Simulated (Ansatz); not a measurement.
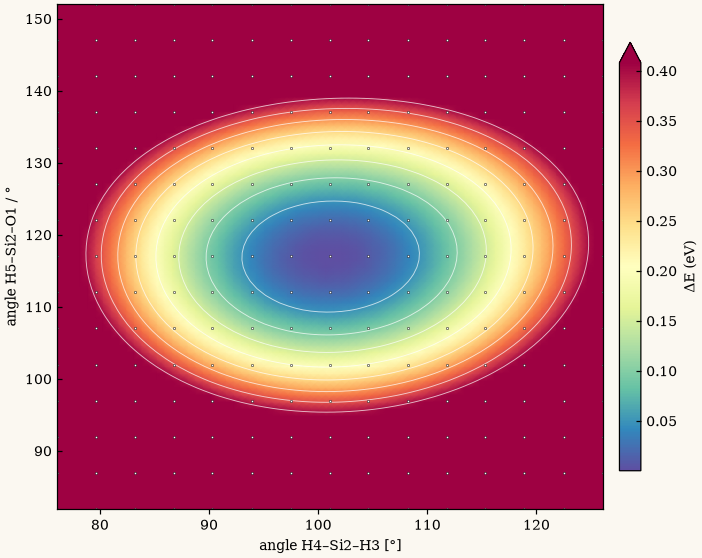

H3OSi, SMILES [O-][SiH3], charge −1. First axis: angle H4–Si2–H3. Second axis: angle H5–Si2–O1. Nothing is relaxed (all other coordinates rigid). The scan uses a 15 × 15 grid. Points are written as (first, second). Energies: eV, counted from the relaxed molecule at the same level. Level of theory: RKS PBE0-D4/def2-TZVPD in Ansatz.

The picture shows a smooth colour map with a few white contour lines, dots at the grid points, one colour for all values above the top of the scale. Between grid points the surface is interpolated.

Estimate the position of the minimum and the force constants in these coordinates.

The interpolated minimum is at angle H4–Si2–H3 ≈ 101.1°, angle H5–Si2–O1 ≈ 117.0°. The curvatures there are about 5 eV/rad² and 5.5 eV/rad², with a cross term of about −0.2 eV/rad². Round the minimum the two coordinates are nearly uncoupled.
